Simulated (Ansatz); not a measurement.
**GeCN (doublet): one geometry, many settings at a displaced geometry (v2)**

What do other methods and options give for GeCN (doublet) at this geometry, and how long do they take?

Computed with Ansatz 0.2.0, Gaussian basis. Level: the settings change from run to run.

22 further runs of the same task are left out: 8 that didn't finish, 14 set aside as unsound or not needed. Runs told in other sessions of the task aren't counted.

### Step 1. The geometry

The geometry is a PBE0/def2-TZVP stationary point (not a proven minimum) with its atoms shifted at random (size 0.100 Å). No spin-orbit coupling is included. The filled d shell of Ge may be among the frozen orbitals whatever the setting's name suggests.

3 atoms, charge 0, spin multiplicity 2.

Atoms are counted from 1 here; the program's logs count them from 0.

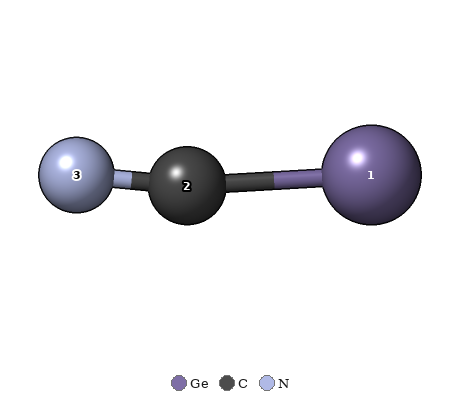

The structure; germanium purple, carbon dark grey, nitrogen light blue; atoms are numbered from 1 in the order of the file.

### Step 2. MRCISD+Q(1,2)/STO-3G

File in.yaml:

```yaml
crystal:
  periodic: [false, false, false]
  atoms:
    - {symbol: Ge, position_ang: [0.084376, 0.005225, 1.679598]}
    - {symbol: C, position_ang: [-0.080498, 0.013599, -0.255509]}
    - {symbol: N, position_ang: [-0.003878, -0.018825, -1.424089]}
basis:
  gaussian: {orbitals: STO-3G}
magnetization: {spin_polarized: false, initial_magnetization: 1}
correlation: {method: fic_mrcisd_q, electrons: outside_noble_gas, active_space: {window: {electrons: 1, orbitals: 2}}}
accuracy: high
scf: {lower_state_search: off}
```

Started as:

```bash
$ ansatz run in.yaml --threads 1 --pin off --events-out ev --progress --plain --max-ram 2393MiB
```

What it wrote (excerpt; [...] marks lines left out):

```text
Functional definition: HF
  name "HF"
  cite "Fock, Z. Phys. 61, 126 (1930) doi:10.1007/BF01340294"
  parent pbe
[...]
402 factors; integrals over basis functions are off by at most 3.1e-9 eV
[...]
mean field -58309.01713649 eV, -2142.8168564947 hartree, gradient 9.7e-9 eV, S^2 0.750000; 0 other end points of the search recorded, 0 dependent functions left out
reference -58309.01713649 eV, -2142.8168564947 hartree; 23, 22 occupied and 5, 6 virtual orbitals, 402 factors
state -58309.01713649 eV, -2142.8168564947 hartree
contracted CI cycle   1: correlation 0.00000000 eV, 0.0000000000 hartree, residual 1.58e1 eV
contracted CI cycle   2: correlation -4.22749069 eV, -0.1553574172 hartree, residual 3.01e0 eV
contracted CI cycle   3: correlation -4.48779752 eV, -0.1649235169 hartree, residual 1.01e0 eV
contracted CI cycle   4: correlation -4.51636229 eV, -0.1659732528 hartree, residual 3.80e-1 eV
contracted CI cycle   5: correlation -4.51987148 eV, -0.1661022133 hartree, residual 1.18e-1 eV
contracted CI cycle   6: correlation -4.52025298 eV, -0.1661162329 hartree, residual 3.99e-2 eV
contracted CI cycle   7: correlation -4.52029382 eV, -0.1661177339 hartree, residual 1.16e-2 eV
contracted CI cycle   8: correlation -4.52029699 eV, -0.1661178505 hartree, residual 3.36e-3 eV
contracted CI cycle   9: correlation -4.52029731 eV, -0.1661178620 hartree, residual 1.04e-3 eV
contracted CI cycle  10: correlation -4.52029734 eV, -0.1661178632 hartree, residual 3.88e-4 eV
contracted CI cycle  11: correlation -4.52029734 eV, -0.1661178633 hartree, residual 1.57e-4 eV
contracted CI cycle  12: correlation -4.52029734 eV, -0.1661178633 hartree, residual 5.28e-5 eV
contracted CI cycle  13: correlation -4.52029734 eV, -0.1661178633 hartree, residual 1.85e-5 eV
contracted CI cycle  14: correlation -4.52029734 eV, -0.1661178633 hartree, residual 6.89e-6 eV
contracted CI cycle  15: correlation -4.52029734 eV, -0.1661178633 hartree, residual 2.18e-6 eV
contracted CI cycle  16: correlation -4.52029734 eV, -0.1661178633 hartree, residual 7.24e-7 eV
state -58309.01713649 eV, -2142.8168564947 hartree; corrected -58314.02063044 eV, -2143.0007315057 hartree
WARN: 1 active orbitals are nearly empty or full. The corrections depend on them more than the energy does, and are more stable in an active space without them
Total energy: -58314.02063044 eV, -2143.0007315057 hartree
Checks for a lower state left out: stability, starts, cluster_reference, orbital_swaps, neighbouring_geometries, increment
```

Wall time 0.57 s (1 thread of Arm Neoverse V2, shared host).

From the report: 1 determinant; active occupations 1.00, 0.00. The report marks this result as in doubt.

### Step 3. CCSD on UHF/STO-3G

File in.yaml:

```yaml
crystal:
  periodic: [false, false, false]
  atoms:
    - {symbol: Ge, position_ang: [0.084376, 0.005225, 1.679598]}
    - {symbol: C, position_ang: [-0.080498, 0.013599, -0.255509]}
    - {symbol: N, position_ang: [-0.003878, -0.018825, -1.424089]}
basis:
  gaussian: {orbitals: STO-3G}
magnetization: {spin_polarized: true, initial_magnetization: 1}
correlation: {method: ccsd, electrons: outside_noble_gas}
```

The command is unchanged.

What it wrote (excerpt; [...] marks lines left out):

```text
Functional definition: HF
  name "HF"
  cite "Fock, Z. Phys. 61, 126 (1930) doi:10.1007/BF01340294"
  parent pbe
[...]
309 factors; integrals over basis functions are off by at most 3.2e-5 eV
[...]
mean field -58309.17718632 eV, -2142.8227382173 hartree, gradient 2.4e-9 eV, S^2 1.006549; 10 other end points of the search recorded, 0 dependent functions left out
determinant -58309.17718632 eV, -2142.8227382173 hartree, with singles and doubles -58313.96705320 eV, -2142.9987625786 hartree
determinant -58309.17256638 eV, -2142.8225684378 hartree, with singles and doubles -58313.96247026 eV, -2142.9985941588 hartree
determinant -58309.17718632 eV, -2142.8227382173 hartree, with singles and doubles -58313.96726136 eV, -2142.9987702281 hartree
determinant -58309.17256638 eV, -2142.8225684378 hartree, with singles and doubles -58313.96263635 eV, -2142.9986002623 hartree
16 core orbitals not correlated, not the lowest: weight in the atoms' cores, before any rotation towards them, 0.825 or more for the frozen orbitals, at most 0.193 for the correlated occupied ones
reference -58309.17718632 eV, -2142.8227382173 hartree; 7, 6 occupied and 5, 6 virtual orbitals, 309 factors
second order -3.78106744 eV of doubles, -0.00000000 eV of singles
cycle   1  -4.79007265 eV  change    2.4e-6 eV  update   3.0e-6
Total energy: -58313.96725897 eV, -2142.9987701404 hartree
```

Run time: 1.9 s. Hardware: 1 thread of Arm Neoverse V2, shared host.

From the report: ⟨S²⟩ of the determinant 1.007 (pure doublet: 0.75); correlation -4.7901 eV; T1 0.054; largest double amplitude 0.13.

### Step 4. HF (UHF)/cc-pVDZ

in.yaml, as its differences from that of step 3:

```diff
@@ -7,4 +7,5 @@
 basis:
-  gaussian: {orbitals: STO-3G}
+  gaussian: {orbitals: cc-pVDZ}
 magnetization: {spin_polarized: true, initial_magnetization: 1}
-correlation: {method: ccsd, electrons: outside_noble_gas}
+hamiltonian: {xc: hf}
+output: {forces: true, orbitals: {seedname: orbitals}}
```

The command is unchanged.

What it wrote (excerpt; [...] marks lines left out):

```text
Functional definition: HF
  name "HF"
  cite "Fock, Z. Phys. 61, 126 (1930) doi:10.1007/BF01340294"
  parent pbe
[...]
600 factors; integrals over basis functions are off by at most 8.7e-4 eV
[...]
mean field -58983.94060470 eV, -2167.6198364719 hartree, gradient 4.6e-9 eV, S^2 0.889869; 3 other end points of the search recorded, 0 dependent functions left out
[...]
reference -58983.94060470 eV, -2167.6198364719 hartree; 23, 22 occupied and 32, 33 virtual orbitals, 600 factors
Total energy: -58983.94060470 eV, -2167.6198364719 hartree
Atom 0 at     0.084376     0.005225     1.679598 Å, force    -0.024094     0.010841     0.414229 eV/Å
Atom 1 at    -0.080498     0.013599    -0.255509 Å, force     0.258444    -0.089318    -2.488579 eV/Å
Atom 2 at    -0.003878    -0.018825    -1.424089 Å, force    -0.234350     0.078477     2.074349 eV/Å
Dipole moment:     0.007486     0.008243     0.712850 e Å
```

Wall time 4.8 s (1 thread of Arm Neoverse V2, shared host).

From the report: ⟨S²⟩ of the determinant 0.890 (pure doublet: 0.75).

### Step 5. CCSD/6-31G*

in.yaml, as its differences from that of step 4:

```diff
@@ -7,5 +7,6 @@
 basis:
-  gaussian: {orbitals: cc-pVDZ}
+  gaussian: {orbitals: "6-31G*"}
 magnetization: {spin_polarized: true, initial_magnetization: 1}
-hamiltonian: {xc: hf}
-output: {forces: true, orbitals: {seedname: orbitals}}
+hamiltonian: {xc: {name: PBE0}}
+correlation: {method: ccsd, electrons: outside_noble_gas, diis_vectors: 12}
+accuracy: high
```

Launched as before.

What it wrote (excerpt; [...] marks lines left out):

```text
Functional definition: PBE0
  name "PBE0"
  cite "Adamo & Barone, J. Chem. Phys. 110, 6158 (1999) doi:10.1063/1.478522"
  cite "Perdew, Burke & Ernzerhof, Phys. Rev. Lett. 77, 3865 (1996) doi:10.1103/PhysRevLett.77.3865"
  parent pbe
[...]
1143 factors; integrals over basis functions are off by at most 4.5e-9 eV
[...]
mean field -59025.33214823 eV, -2169.1409476402 hartree, gradient 6.6e-9 eV, S^2 0.756854; 4 other end points of the search recorded, 0 dependent functions left out
16 core orbitals not correlated: weight in the atoms' cores, before any rotation towards them, 0.999 or more for the frozen orbitals, at most 0.001 for the correlated occupied ones
reference -58976.18627894 eV, -2167.3348702563 hartree; 7, 6 occupied and 42, 43 virtual orbitals, 1143 factors
second order -9.55455315 eV of doubles, -0.28136872 eV of singles
cycle   1  -9.28630775 eV  change    5.4e-1 eV  update   1.1e-1
[...]
cycle  26  -9.83695311 eV  change    1.3e-9 eV  update   1.0e-9
Total energy: -58986.02323205 eV, -2167.6963716154 hartree
```

Wall time 25 s (1 thread of Arm Neoverse V2, shared host); peak memory 0.29 GiB.

From the report: ⟨S²⟩ of the determinant 0.757 (pure doublet: 0.75); correlation -9.8370 eV; T1 0.015; largest double amplitude 0.08. The orbitals are Kohn-Sham ones, so correlation energy and T1 don't compare with those on Hartree-Fock orbitals.

### Step 6. CASSCF(1,7)/cc-pVDZ

File in.yaml:

```yaml
crystal:
  periodic: [false, false, false]
  atoms:
    - {symbol: Ge, position_ang: [0.084376, 0.005225, 1.679598]}
    - {symbol: C, position_ang: [-0.080498, 0.013599, -0.255509]}
    - {symbol: N, position_ang: [-0.003878, -0.018825, -1.424089]}
basis:
  gaussian: {orbitals: cc-pVDZ}
magnetization: {spin_polarized: false, initial_magnetization: 1}
correlation: {active_space: {window: {electrons: 1, orbitals: 7}}}
accuracy: high
output: {forces: true}
```

Same command.

What it wrote (excerpt; [...] marks lines left out):

```text
Functional definition: HF
  name "HF"
  cite "Fock, Z. Phys. 61, 126 (1930) doi:10.1007/BF01340294"
  parent pbe
[...]
1078 factors; integrals over basis functions are off by at most 4.4e-9 eV
[...]
mean field -58983.77716469 eV, -2167.6138301623 hartree, gradient 2.7e-8 eV, S^2 0.750000; 6 other end points of the search recorded, 0 dependent functions left out
reference -58983.77716469 eV, -2167.6138301623 hartree; 23, 22 occupied and 32, 33 virtual orbitals, 1078 factors
state -58983.77716469 eV, -2167.6138301623 hartree
[...]
Total energy: -58983.77716469 eV, -2167.6138301623 hartree
Atom 0 at     0.084376     0.005225     1.679598 Å, force    -0.001610     0.009789     0.684606 eV/Å
Atom 1 at    -0.080498     0.013599    -0.255509 Å, force     0.330393    -0.128035    -4.185248 eV/Å
Atom 2 at    -0.003878    -0.018825    -1.424089 Å, force    -0.328783     0.118246     3.500642 eV/Å
Dipole moment:     0.006565     0.008688     0.730880 e Å
```

Wall time 17 s (1 thread of Arm Neoverse V2, shared host).

From the report: 7 determinants; active occupations 1.00, 0.00, 0.00, 0.00, 0.00, 0.00, 0.00. With so small a space the active step adds no correlation: the energy is the mean field's.

### Step 7. CCSDT(Q) on UHF/STO-3G

File in.yaml:

```yaml
crystal:
  periodic: [false, false, false]
  atoms:
    - {symbol: Ge, position_ang: [0.084376, 0.005225, 1.679598]}
    - {symbol: C, position_ang: [-0.080498, 0.013599, -0.255509]}
    - {symbol: N, position_ang: [-0.003878, -0.018825, -1.424089]}
basis:
  gaussian: {orbitals: STO-3G}
magnetization: {spin_polarized: true, initial_magnetization: 1}
correlation: {method: ccsdt_q, electrons: outside_noble_gas}
```

The command is unchanged.

What it wrote (excerpt; [...] marks lines left out):

```text
Functional definition: HF
  name "HF"
  cite "Fock, Z. Phys. 61, 126 (1930) doi:10.1007/BF01340294"
  parent pbe
[...]
387 factors; integrals over basis functions are off by at most 4.0e-8 eV
[...]
mean field -58309.17729525 eV, -2142.8227422205 hartree, gradient 2.7e-6 eV, S^2 1.006553; 9 other end points of the search recorded, 0 dependent functions left out
determinant -58309.17729525 eV, -2142.8227422205 hartree, with singles and doubles -58313.96716925 eV, -2142.9987668433 hartree
determinant -58309.17266972 eV, -2142.8225722356 hartree, with singles and doubles -58313.96257475 eV, -2142.9985979985 hartree
determinant -58309.17729525 eV, -2142.8227422205 hartree, with singles and doubles -58313.96737797 eV, -2142.9987745136 hartree
determinant -58309.17266972 eV, -2142.8225722356 hartree, with singles and doubles -58313.96265995 eV, -2142.9986011295 hartree
16 core orbitals not correlated, not the lowest: weight in the atoms' cores, before any rotation towards them, 0.825 or more for the frozen orbitals, at most 0.193 for the correlated occupied ones
reference -58309.17729525 eV, -2142.8227422205 hartree; 7, 6 occupied and 5, 6 virtual orbitals, 387 factors
second order -3.78106656 eV of doubles, -0.00000000 eV of singles
cycle   1  -4.00238904 eV  change   -2.2e-1 eV  update   1.1e-1
[...]
cycle  20  -4.84482897 eV  change    1.2e-6 eV  update   1.5e-6
perturbative correction -0.04907737 eV, -0.0018035600 hartree
Total energy: -58314.07120158 eV, -2143.0025899611 hartree
```

It took 3.6 s on 1 thread of Arm Neoverse V2, shared host.

From the report: ⟨S²⟩ of the determinant 1.007 (pure doublet: 0.75); correlation -4.8939 eV; T1 0.052; largest double amplitude 0.13.

### Step 8. CCSDT(Q) on ROHF/STO-3G

in.yaml, as its differences from that of step 7:

```diff
@@ -8,3 +8,5 @@
   gaussian: {orbitals: STO-3G}
-magnetization: {spin_polarized: true, initial_magnetization: 1}
+magnetization: {spin_polarized: false, initial_magnetization: 1}
 correlation: {method: ccsdt_q, electrons: outside_noble_gas}
+scf: {lower_state_search: off}
+output: {forces: true}
```

Launched as before.

What it wrote (excerpt; [...] marks lines left out):

```text
Functional definition: HF
  name "HF"
  cite "Fock, Z. Phys. 61, 126 (1930) doi:10.1007/BF01340294"
  parent pbe
[...]
387 factors; integrals over basis functions are off by at most 4.0e-8 eV
[...]
mean field -58309.01713643 eV, -2142.8168564926 hartree, gradient 1.5e-6 eV, S^2 0.750000; 0 other end points of the search recorded, 0 dependent functions left out
16 core orbitals not correlated, not the lowest: weight in the atoms' cores, before any rotation towards them, 0.758 or more for the frozen orbitals, at most 0.271 for the correlated occupied ones
reference -58309.01713643 eV, -2142.8168564926 hartree; 7, 6 occupied and 5, 6 virtual orbitals, 387 factors
second order -4.64378525 eV of doubles, -0.01394807 eV of singles
cycle   1  -4.59868927 eV  change    6.0e-2 eV  update   7.7e-2
[...]
cycle   7  -5.00869193 eV  change   4.8e-10 eV  update   1.5e-9
perturbative correction -0.05802270 eV, -0.0021322948 hartree
[...]
Total energy: -58314.08385106 eV, -2143.0030548208 hartree
Atom 0 at     0.084376     0.005225     1.679598 Å, force    -0.207187     0.025983    -1.311293 eV/Å
Atom 1 at    -0.080498     0.013599    -0.255509 Å, force     0.005564     0.092607     6.797363 eV/Å
Atom 2 at    -0.003878    -0.018825    -1.424089 Å, force     0.201623    -0.118590    -5.486070 eV/Å
Dipole moment:     0.003375     0.007948     0.628039 e Å
Checks for a lower state left out: starts, cluster_reference, orbital_swaps, neighbouring_geometries, increment
```

Run time: 14 s. Hardware: 1 thread of Arm Neoverse V2, shared host.

From the report: correlation -5.0667 eV; T1 0.013; largest double amplitude 0.12.

### Step 9. CISD/def2-SVPD

File in.yaml:

```yaml
crystal:
  periodic: [false, false, false]
  atoms:
    - {symbol: Ge, position_ang: [0.084376, 0.005225, 1.679598]}
    - {symbol: C, position_ang: [-0.080498, 0.013599, -0.255509]}
    - {symbol: N, position_ang: [-0.003878, -0.018825, -1.424089]}
basis:
  gaussian: {orbitals: def2-SVPD}
magnetization: {spin_polarized: false, initial_magnetization: 1}
correlation: {active_space: {ras: {orbitals: [6, 1, 55], electrons: 13, max_holes: 2, max_particles: 2}, fixed_orbitals: true}}
```

The command is unchanged.

What it wrote:

```text
Functional definition: HF
  name "HF"
  cite "Fock, Z. Phys. 61, 126 (1930) doi:10.1007/BF01340294"
  parent pbe
  exchange = exact_x
  correlation = 0
769 factors; integrals over basis functions are off by at most 6.5e-4 eV
mean field evaluation 1: about -58971.5871 eV, gradient 3.0e1 eV
mean field evaluation 2: about -58971.6897 eV, gradient 3.0e1 eV
mean field evaluation 4: about -58975.1633 eV, gradient 3.4e0 eV
mean field evaluation 8: about -58975.2777 eV, gradient 4.1e-1 eV
mean field evaluation 16: about -58975.2792 eV, gradient 2.8e-6 eV
mean field evaluation 32: about -58975.2724 eV, gradient 1.8e-2 eV
mean field evaluation 64: about -58975.2715 eV, gradient 1.3e-6 eV
mean field -58975.27922191 eV, -2167.3015365252 hartree, gradient 2.8e-6 eV, S^2 0.750000; 6 other end points of the search recorded, 0 dependent functions left out
reference -58975.27922191 eV, -2167.3015365252 hartree; 23, 22 occupied and 55, 56 virtual orbitals, 769 factors
state -58984.13758966 eV, -2167.6270755357 hartree
Total energy: -58984.13758966 eV, -2167.6270755357 hartree
```

It took 18 s on 1 thread of Arm Neoverse V2, shared host.

From the report: 146,256 determinants.

### Step 10. CCSD on ROHF/cc-pVDZ

File in.yaml:

```yaml
crystal:
  periodic: [false, false, false]
  atoms:
    - {symbol: Ge, position_ang: [0.084376, 0.005225, 1.679598]}
    - {symbol: C, position_ang: [-0.080498, 0.013599, -0.255509]}
    - {symbol: N, position_ang: [-0.003878, -0.018825, -1.424089]}
basis:
  gaussian: {orbitals: cc-pVDZ}
magnetization: {spin_polarized: false, initial_magnetization: 1}
correlation: {method: ccsd, electrons: valence, diis_vectors: 4}
output: {forces: true}
```

The command is unchanged.

What it wrote (excerpt; [...] marks lines left out):

```text
Functional definition: HF
  name "HF"
  cite "Fock, Z. Phys. 61, 126 (1930) doi:10.1007/BF01340294"
  parent pbe
[...]
600 factors; integrals over basis functions are off by at most 8.7e-4 eV
[...]
mean field -58983.77708725 eV, -2167.6138273165 hartree, gradient 3.7e-10 eV, S^2 0.750000; 7 other end points of the search recorded, 0 dependent functions left out
[...]
determinant -58983.77708725 eV, -2167.6138273165 hartree, with singles and doubles -58993.79983802 eV, -2167.9821566133 hartree
determinant -58983.76956363 eV, -2167.6135508284 hartree, with singles and doubles -58993.79357051 eV, -2167.9819262867 hartree
determinant -58983.77708725 eV, -2167.6138273165 hartree, with singles and doubles -58993.79969423 eV, -2167.9821513295 hartree
determinant -58983.76956363 eV, -2167.6135508284 hartree, with singles and doubles -58993.79343250 eV, -2167.9819212150 hartree
11 core orbitals not correlated: weight in the atoms' cores, before any rotation towards them, 1.000 or more for the frozen orbitals, at most 0.000 for the correlated occupied ones
reference -58983.77708725 eV, -2167.6138273165 hartree; 12, 11 occupied and 32, 33 virtual orbitals, 600 factors
second order -9.51124024 eV of doubles, -0.06095895 eV of singles
cycle   1  -10.02260574 eV  change    1.2e-6 eV  update   2.7e-6
[...]
cycle   5  -10.02260140 eV  change   4.8e-11 eV  update   3.5e-9
[...]
Total energy: -58993.79968865 eV, -2167.9821511244 hartree
Atom 0 at     0.084376     0.005225     1.679598 Å, force    -0.007127     0.009230     0.559077 eV/Å
Atom 1 at    -0.080498     0.013599    -0.255509 Å, force     0.031290    -0.000372     0.455454 eV/Å
Atom 2 at    -0.003878    -0.018825    -1.424089 Å, force    -0.024163    -0.008858    -1.014531 eV/Å
Dipole moment:     0.006960     0.007828     0.674657 e Å
```

It took 27 s on 1 thread of Arm Neoverse V2, shared host.

From the report: correlation -10.0226 eV; T1 0.015; largest double amplitude 0.08.

### Step 11. All runs side by side

Where basis and cores are those of an earlier UCCSDT(Q)/cc-pVDZ run (-58993.8325 eV), and the records show the same count of frozen orbitals and kind of state, the miss against it is given; a blank cell means that this couldn't be shown. † marks a result that the program doubts.

| level | correlated | functions | energy (eV) | from UCCSDT(Q) (meV) | time |
| --- | --- | --- | --- | --- | --- |
| MRCISD+Q(1,2)/STO-3G † | outside noble gas | 28 | -58314.0206 |  | 0.57 s |
| CCSD on UHF/STO-3G | outside noble gas | 28 | -58313.9673 |  | 1.9 s |
| HF (UHF)/cc-pVDZ |  | 55 | -58983.9406 | 9891.9 | 4.8 s |
| CCSD/6-31G* (on PBE0 orbitals) | outside noble gas | 65 | -58986.0232 |  | 25 s |
| CASSCF(1,7)/cc-pVDZ |  | 55 | -58983.7772 | 10055.3 | 17 s |
| CCSDT(Q) on UHF/STO-3G | outside noble gas | 28 | -58314.0712 |  | 3.6 s |
| CCSDT(Q) on ROHF/STO-3G | outside noble gas | 28 | -58314.0839 |  | 14 s |
| CISD/def2-SVPD | outside noble gas | 78 | -58984.1376 |  | 18 s |
| CCSD on ROHF/cc-pVDZ | valence | 55 | -58993.7997 |  | 27 s |

### Step 12. What came out

```
quantity                           value
    runs                               9
quickest  MRCISD+Q(1,2)/STO-3G †, 0.57 s
 slowest      CCSD on ROHF/cc-pVDZ, 27 s
```

In words: Total energies in different bases, with other cores or another treatment of relativity can't be set against each other. «valence» and «outside noble gas» are the program's key words; the logs give how many orbitals each freezes, and for Ga to Kr the 3d shell needn't follow the word's plain sense. CCSD on ROHF/cc-pVDZ took 47 times as long as MRCISD+Q(1,2)/STO-3G †; the jobs differ in more than the method. Hartree-Fock, CASSCF and CASCI lack dynamic correlation by design.
